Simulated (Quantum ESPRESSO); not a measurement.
## MgS (F-43m): a worked LO-TO splitting

Wanted: the LO mode of MgS (F-43m) from the TO mode and the field response.

Calculated with Quantum ESPRESSO 7.5; DFT LDA, scalar-relativistic, plane waves, PseudoDojo norm-conserving pseudopotentials.

**1. The relaxed structure**

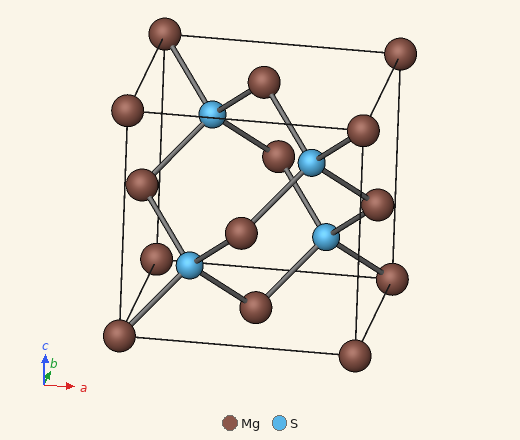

Start, viewed slightly off an axis; magnesium brown, sulfur blue. This picture shows the conventional cell, with its axes. Bonds to atoms that aren't drawn are left out. Some periodic images of atoms are drawn too.

This is the cell after its relaxation at this level of theory, not the database cell from which that began.

**2. What the response run gave**

A linear-response run on the relaxed cell, with the response to an electric field; only its zone-centre results are used. Cutoff 92 Ry, k mesh 8×8×8.

The program printed:

```text
[banners, grids, parts of the stress and lines that vanish by symmetry left out]
Program PHONON v.7.5
     Reading xml data from directory:

[...]
Exchange-correlation= PW
                           (   1   4   0   0   0   0   0)
[...]
kinetic-energy cut-off    =      92.0000  Ry
     charge density cut-off    =     368.0000  Ry
     convergence threshold     =      1.0E-18
[...]
Exchange-correlation= PW
                           (   1   4   0   0   0   0   0)
[...]
q = (   0.0000000   0.0000000   0.0000000 )
     25 Sym.Ops. (with q -> -q+G )
     G cutoff =  521.2668  (  35149 G-vectors)     FFT grid: ( 45, 45, 45)
     number of k points=    29
[...]
Mode symmetry, T_d (-43m)  point group:
[...]
Dielectric constant
[...]
End of electric fields calculation
          Dielectric constant in cartesian axis
          (       4.212890238      -0.000000000       0.000000000 )
          (      -0.000000000       4.212890238       0.000000000 )
          (      -0.000000000       0.000000000       4.212890238 )
          Effective charges (d Force / dE) in cartesian axis without acoustic sum rule applied (asr)
           atom    1  Mg    Mean Z*:        1.87394
      Ex  (        1.87394       -0.00000       -0.00000 )
      Ey  (        0.00000        1.87394        0.00000 )
      Ez  (       -0.00000       -0.00000        1.87394 )
           atom    2  S     Mean Z*:       -1.87641
      Ex  (       -1.87641       -0.00000       -0.00000 )
      Ey  (       -0.00000       -1.87641        0.00000 )
      Ez  (       -0.00000        0.00000       -1.87641 )
          Effective charges Sum: Mean:       -0.00247
[...]
Effective charges (d Force / dE) in cartesian axis with asr applied:
           atom    1  Mg    Mean Z*:        1.87517
[...]
atom    2  S     Mean Z*:       -1.87517
[...]
Representation #   1 modes #   1   2   3
[...]
End of self-consistent calculation
     Convergence has been achieved
     Representation #   2 modes #   4   5   6
[...]
End of self-consistent calculation
     Convergence has been achieved
[...]
Dielectric constant in cartesian axis
          (       4.212890238      -0.000000000       0.000000000 )
          (      -0.000000000       4.212890238       0.000000000 )
          (      -0.000000000       0.000000000       4.212890238 )
          Effective charges (d Force / dE) in cartesian axis without acoustic sum rule applied (asr)
           atom    1  Mg    Mean Z*:        1.87394
      Ex  (        1.87394       -0.00000       -0.00000 )
      Ey  (        0.00000        1.87394        0.00000 )
      Ez  (       -0.00000       -0.00000        1.87394 )
           atom    2  S     Mean Z*:       -1.87641
      Ex  (       -1.87641       -0.00000       -0.00000 )
      Ey  (       -0.00000       -1.87641        0.00000 )
      Ez  (       -0.00000        0.00000       -1.87641 )
          Effective charges Sum: Mean:       -0.00247
[...]
Effective charges (d Force / dE) in cartesian axis with asr applied:
           atom    1  Mg    Mean Z*:        1.87517
[...]
atom    2  S     Mean Z*:       -1.87517
[...]
q = (    0.000000000   0.000000000   0.000000000 )
[...]
freq (    1) =       0.149176 [THz] =       4.975989 [cm-1]
     freq (    2) =       0.149176 [THz] =       4.975989 [cm-1]
     freq (    3) =       0.149176 [THz] =       4.975989 [cm-1]
     freq (    4) =      10.293761 [THz] =     343.362904 [cm-1]
     freq (    5) =      10.293761 [THz] =     343.362904 [cm-1]
     freq (    6) =      10.293761 [THz] =     343.362904 [cm-1]
[...]
Mode symmetry, T_d (-43m)  point group:
     freq (   1-   3) =          5.0  [cm-1]   --> T_2  G_15 P_4   I+R
     freq (   4-   6) =        343.4  [cm-1]   --> T_2  G_15 P_4   I+R

   JOB DONE.
```

```
                       quantity   value
             cell volume Ω (Å³)  43.817
                 mass of Mg (u)  24.305
                  mass of S (u)  32.060
     Born charge of Mg, raw (e)   1.874
      Born charge of S, raw (e)  -1.876
                             ε∞   4.213
ω(TO) after the sum rule (cm⁻¹)   343.3
```

**3. The calculation**

The charges must sum to zero over the cell; taking off their mean, -0.001 e, leaves Z* = 1.875 e on Mg. In the polar mode Mg moves against S, so the reduced mass is μ = 24.30 × 32.06 / 56.37 = 13.825 u.

A longitudinal wave builds up a field that adds to the restoring force: ω(LO)² = ω(TO)² + 4π Z*² / (μ Ω ε∞), in Hartree atomic units. With μ = 25201 electron masses and Ω = 295.69 bohr³ the second term is 1.4075e-06 Ha², or 67798 cm⁻² (1 Ha = 219474.6 cm⁻¹).

So ω(LO) = √(117869 + 67798) = 430.9 cm⁻¹, and by the Lyddane-Sachs-Teller relation ε₀ = ε∞ (ω(LO)/ω(TO))² = 6.64.

**4. Check against the program**

The analysis program adds the same non-analytic term to the full matrix, here for q along (1 0 0).

The program printed:

```text
[banner, memory and clock lines left out]
Program DYNMAT v.7.5

     Reading Dynamical Matrix from file g.dyn
     ...Force constants read
     ...epsilon and Z* read

     Polarizability (A^3 units)
     multiply by 0.482867 for Clausius-Mossotti correction
        11.202949   -0.000000   -0.000000
        -0.000000   11.202949    0.000000
         0.000000    0.000000   11.202949

     IR activities are in (D/A)^2/amu units

# mode   [cm-1]    [THz]      IR
    1     -0.00   -0.0000    0.0000
    2      0.00    0.0000    0.0000
    3      0.00    0.0000    0.0000
    4    343.32   10.2923    5.8682
    5    343.32   10.2923    5.8682
    6    430.89   12.9177    5.8682
```

ε₀ comes from the program's run without a direction of q.

```csv
quantity,by hand,program
ω(LO) (cm⁻¹),430.9,430.9
ε₀,6.64,6.64
```

**5. Results**

| Quantity | Value |
| --- | --- |
| TO mode | 343.3 cm⁻¹ |
| LO mode | 430.9 cm⁻¹ |
| static dielectric constant | 6.636 |

**Reading.** The LO mode of MgS (F-43m) lies at 431 cm⁻¹, 88 cm⁻¹ above the TO mode; the formula meets the program within 0.1 cm⁻¹, as it must for a cubic crystal with one polar mode. ω(LO)² − ω(TO)² goes with Z*²/ε∞: an error of 5 % in ε∞ would move the LO mode by 3.8 cm⁻¹, and semilocal functionals tend to overestimate ε∞. These are harmonic values at zero temperature, at the volume of this functional, for the structure held cubic; stability elsewhere in the zone is no part of this calculation.

[Host names and launcher messages were left out of these logs when they were recorded.]

[Logs are printed without paths, hosts, clocks, repeated set-up lines and the standing remarks that a program may print on its own settings, such as how far it seeks lower states.]

[Hosts, paths, dates, database ids (printed as entryN), source tags and the programs' standing remarks are cut or masked in the printed files.]
